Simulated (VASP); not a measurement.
Band structure of BeSe (space group F-43m). Calculation: modified Becke-Johnson potential (mBJ), VASP's PBE PAW potentials (set 64) (plane waves; VASP).

mBJ is a potential without an energy functional, so only the levels count.

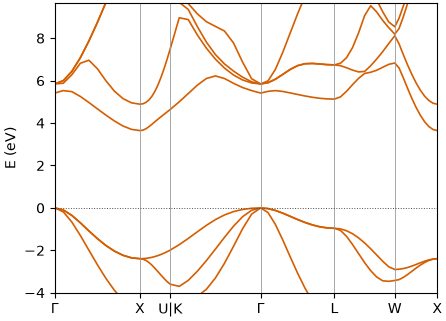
Fig. 1. Bands along high-symmetry lines, zero at the valence-band maximum or, without a gap, the Fermi level

**Question.** Read the plot: is there a gap, and where are the band edges?

**Answer.** The gap is indirect, 3.64 eV, from the valence maximum at Γ to the conduction minimum at X.

The structure comes from a computed database's BeSe entry (F-43m); how it stands against other phases isn't given here. It was relaxed first. The cell's shape comes from a PBE relaxation.
